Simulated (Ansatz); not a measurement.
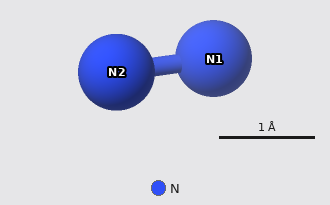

**Figure 1.** The structure (ball-and-stick view, seen at a tilt; atoms are numbered from 1 in the order of the input).

**N$_{2}$: single-point calculation**

System: N$_{2}$.
Method: RKS PBE0-D4/def2-TZVPPD (Ansatz 0.2.0).

The geometry comes from this level: PBE0-D4/def2-TZVP.

**Output**
```
Functional definition: PBE0
  name "PBE0"
  cite "Adamo & Barone, J. Chem. Phys. 110, 6158 (1999) doi:10.1063/1.478522"
  cite "Perdew, Burke & Ernzerhof, Phys. Rev. Lett. 77, 3865 (1996) doi:10.1103/PhysRevLett.77.3865"
  parent pbe
  parameter a = 0.25
  parameter kappa = 0.804
  parameter beta = 0.06672455060314922
  exchange = (1 - a)*pbe_x(kappa = kappa, mu = beta*pi^2/3) + a*exact_x
  correlation = pbe_c(beta = beta)
358 factors; their error is unknown
mean field evaluation 1: about -2977.2225 eV, gradient 2.3e1 eV
mean field evaluation 2: about -2977.7493 eV, gradient 1.5e1 eV
mean field evaluation 4: about -2978.1848 eV, gradient 6.3e-2 eV
mean field evaluation 8: about -2978.1995 eV, gradient 8.2e-5 eV
mean field -2978.19948842 eV, -109.4468125032 hartree, gradient 3.7e-5 eV, S^2 0.000000; 0 other end points of the search recorded, 0 dependent functions left out
reference -2978.19950377 eV, -109.4468130673 hartree; 7, 7 occupied and 67, 67 virtual orbitals, 358 factors
Total energy: -2978.20749302 eV, -109.4471066671 hartree
```

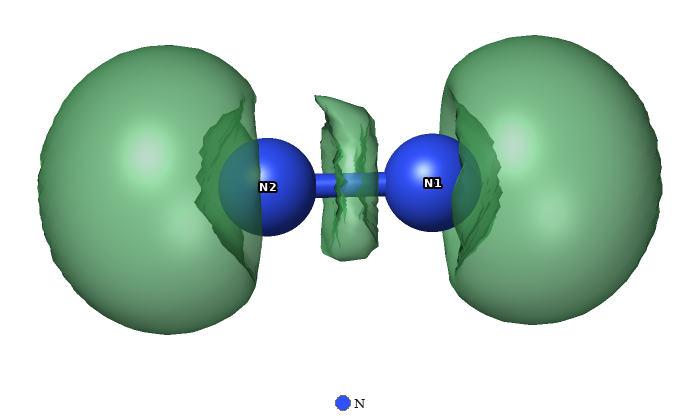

**Figure 2.** Isosurface of the ELF at 0.8 (green), seen from the side. Core shells and regions of very low density are left out. Profiles from the grid: N–N (1.09 Å): the ELF peaks at about 0.85 between the atoms (a double or triple bond).

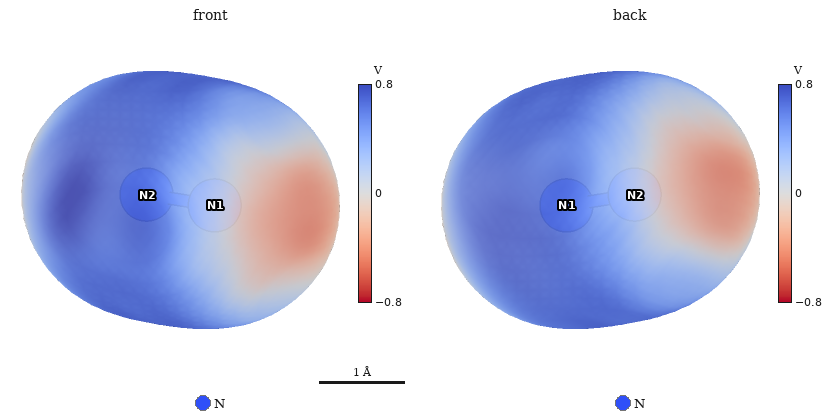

**Figure 3.** The electrostatic potential painted on the density surface at 0.004 e/bohr³, seen at a tilt and from behind; the colour scale runs from red (negative) to blue (positive). A positive charge is drawn to the negative regions and a negative charge to the positive ones.

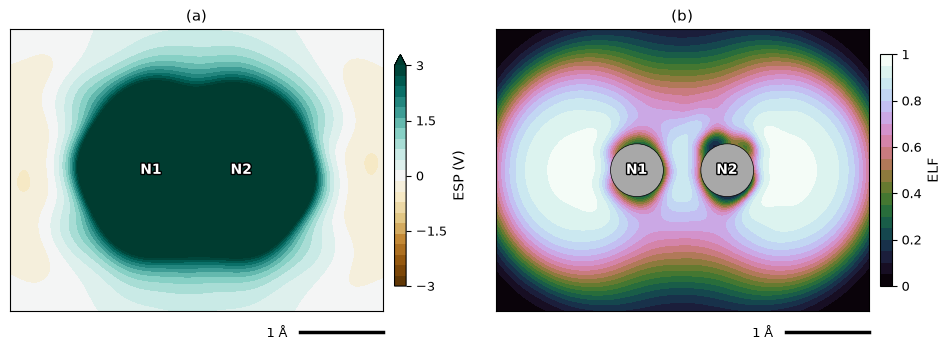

**Figure 4.** (a) electrostatic potential; (b) ELF on a plane that holds the molecular axis. Grey discs, where drawn, cover atomic cores. Atoms in the plane: N. N–N (1.09 Å): the ELF peaks at about 0.85 between the atoms; a multiple bond by its length, whose ELF region spreads away from the axis.

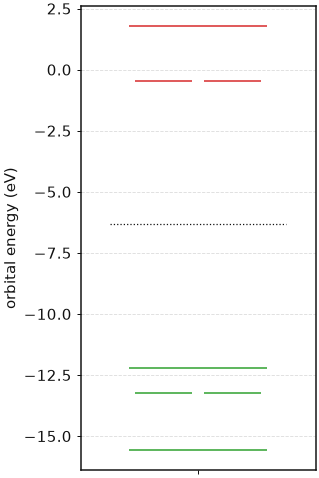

**Figure 5.** Orbital energies near the frontier; the dotted line parts filled from empty levels, and levels within 0.02 eV of each other stand side by side. Highest filled −12.21 eV, lowest empty −0.46 eV, 11.75 eV apart.

This output came from the following input.

**Input**
```yaml
crystal:
  periodic: [false, false, false]
  atoms:
    - {symbol: N, position_ang: [-0.304644, -0.715279, -3.124269]}
    - {symbol: N, position_ang: [-0.226423, -0.009197, -2.298558]}
basis:
  gaussian: {orbitals: "def2-TZVPPD.json"}
hamiltonian: {xc: pbe0, dispersion: d4}
output: {orbitals: {seedname: orbitals}}
```

Run as:
```bash
ansatz run in.yaml --threads 4 --pin off --events-out ev --progress --plain --max-ram 9574MiB
```

**Summary**

| quantity | value |
| --- | --- |
| outcome | converged |
| total energy | −2978.2075 eV |
| mean-field energy | −2978.1995 eV |
| dispersion energy | −0.0080 eV |
| SCF solution under orbital rotations | stable |
| HOMO | −12.21 eV |
| LUMO | −0.46 eV |
| hardware | 4 threads of Intel Xeon, 31 GiB of memory available, shared host |
| peak memory | 0.44 GiB |
